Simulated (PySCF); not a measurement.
Breaking a bond: Mg2, singlet.

Methods: RKS-BHandHLYP = restricted BHandHLYP/cc-pVTZ run with PySCF; UKS-B3LYP/LANL2DZ = unrestricted B3LYP/LANL2DZ, with its core potentials past Ne in PySCF; UKS-LDA (SVWN5) = unrestricted LDA (SVWN5)/cc-pVTZ (PySCF); RMP2 = MP2 on RHF/cc-pVTZ, 2 core orbitals frozen (PySCF 2.14.0); RKS-LDA (SVWN5) = restricted LDA (SVWN5)/cc-pVTZ (PySCF).

Energies are in eV, each relative to the lowest point of its own curve near equilibrium.

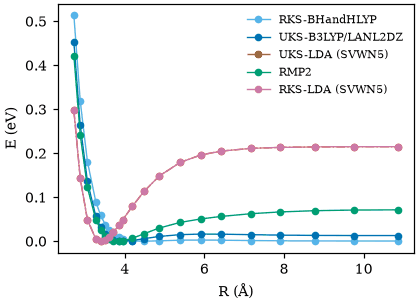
Figure. Energy against bond length for each method.

| R / Å | RKS-BHandHLYP | UKS-B3LYP/LANL2DZ | UKS-LDA (SVWN5) | RMP2 | RKS-LDA (SVWN5) |
|---|---|---|---|---|---|
| 2.72 | 0.514 | 0.453 | 0.297 | 0.421 | 0.297 |
| 2.88 | 0.318 | 0.264 | 0.143 | 0.242 | 0.143 |
| 3.06 | 0.181 | 0.136 | 0.049 | 0.122 | 0.049 |
| 3.27 | 0.090 | 0.057 | 0.006 | 0.049 | 0.006 |
| 3.39 | 0.059 | 0.032 | 0.000 | 0.027 | 0.000 |
| 3.51 | 0.038 | 0.017 | 0.003 | 0.013 | 0.003 |
| 3.60 | 0.027 | 0.009 | 0.009 | 0.006 | 0.009 |
| 3.71 | 0.017 | 0.004 | 0.020 | 0.002 | 0.020 |
| 3.85 | 0.009 | 0.001 | 0.036 | 0.000 | 0.036 |
| 3.95 | 0.005 | 0.000 | 0.049 | 0.001 | 0.049 |
| 4.19 | 0.001 | 0.002 | 0.080 | 0.007 | 0.080 |
| 4.48 | 0.000 | 0.006 | 0.113 | 0.017 | 0.113 |
| 4.86 | 0.001 | 0.011 | 0.148 | 0.030 | 0.148 |
| 5.39 | 0.002 | 0.015 | 0.179 | 0.043 | 0.179 |
| 5.91 | 0.003 | 0.016 | 0.196 | 0.051 | 0.196 |
| 6.42 | 0.002 | 0.016 | 0.205 | 0.056 | 0.205 |
| 7.17 | 0.002 | 0.015 | 0.211 | 0.063 | 0.211 |
| 7.89 | 0.001 | 0.014 | 0.213 | 0.067 | 0.213 |
| 8.77 | 0.001 | 0.013 | 0.214 | 0.069 | 0.214 |
| 9.75 | 0.001 | 0.013 | 0.215 | 0.071 | 0.215 |
| 10.85 | 0.001 | 0.013 | 0.215 | 0.071 | 0.215 |
